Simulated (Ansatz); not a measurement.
**FGeH3···NH3···H2O: density, localisation and related maps**

```yaml
atoms:
  - { symbol: Ge, position_ang: [-0.7059, -0.3449, -1.5873] }
  - { symbol: F, position_ang: [0.9967, 0.0533, -1.2116] }
  - { symbol: H, position_ang: [-0.6209, -1.0225, -2.9783] }
  - { symbol: H, position_ang: [-1.4675, 0.9979, -1.6511] }
  - { symbol: H, position_ang: [-1.2008, -1.3058, -0.4873] }
  - { symbol: H, position_ang: [0.0504, 0.3722, 1.4226] }
  - { symbol: N, position_ang: [-0.4122, 1.2961, 1.3902] }
  - { symbol: H, position_ang: [1.4953, -0.8164, 0.3466] }
  - { symbol: O, position_ang: [1.3053, -1.2691, 1.1985] }
  - { symbol: H, position_ang: [-0.0067, 1.7935, 0.5880] }
  - { symbol: H, position_ang: [-1.4012, 1.1334, 1.1662] }
  - { symbol: H, position_ang: [1.9676, -0.8878, 1.8035] }
```

All numbers below come from RKS PBE-D4/def2-SVP in Ansatz.

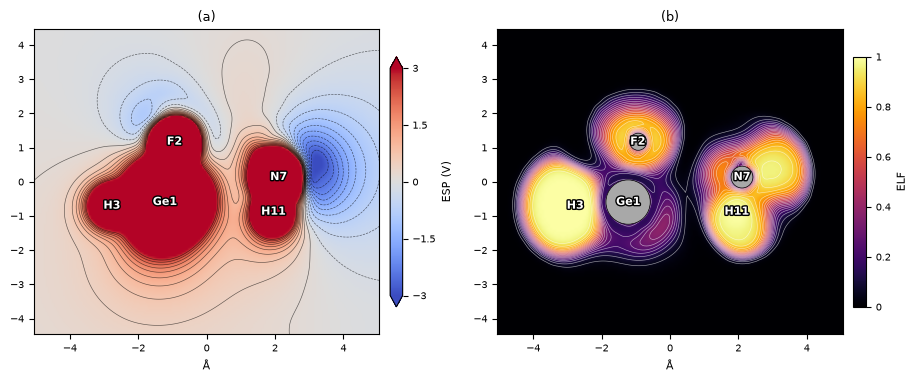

Figure 1. (a) electrostatic potential; (b) ELF on the plane of atoms F2, Ge1 and H3. Grey discs cover the atomic cores in the ELF map.

Q: What do the fields say about this system?

A: Atoms in the plane: Ge, F, H and N. Ge–F (1.79 Å): the ELF peaks at about 0.80 in the valence shell of F, 0.5 Å from its nucleus, and is about 0.25 at the midpoint. N–H (1.03 Å): the ELF climbs to about 1 towards the hydrogen, as it does in any bond to H; a covalent bond by its length. Ge–H (1.55 Å): the ELF climbs to about 1 towards the hydrogen. The ELF also peaks beside N7 and F2, away from the bonds: lone-pair regions. Outside the dense part of the complex the potential is most negative (−3.1 V) near N7.

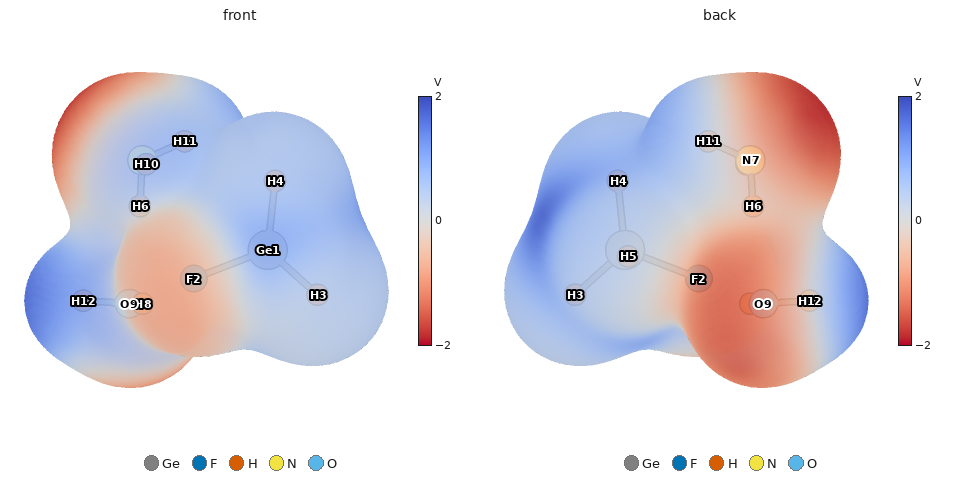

Figure 2. The electrostatic potential painted on the density surface at 0.001 e/bohr³, seen from the front and from behind; the colour scale runs from red (negative) to blue (positive).

Q: Describe the electrostatic potential map.

A: The most negative region (about −1.8 V) lies over N7, the most positive (about +1.6 V) over Ge1. N7 is the likeliest acceptor of a hydrogen bond.

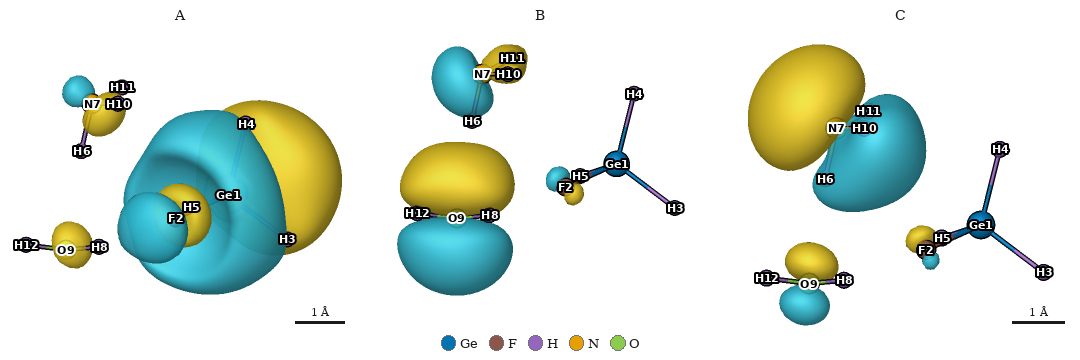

Figure 3. Three frontier orbitals at ±0.08 Å⁻³ᐟ² (yellow and cyan are the two phases), in no order.

Q: Which picture is the HOMO−1, the HOMO and the LUMO?

A: B is the HOMO−1 (−6.60 eV). Its weight (Hirshfeld) is mainly on O9 (about 80 %); largely a lone pair of O9. C is the HOMO (−5.39 eV). Its weight (Hirshfeld) is mainly on N7 (about 80 %); largely a lone pair of N7. A is the LUMO (−1.24 eV). By Hirshfeld shares it lies mainly on Ge1 (about 60 %) and F2 (about 15 %).

Q: What is the HOMO–LUMO gap?

A: 4.15 eV between the orbital energies.
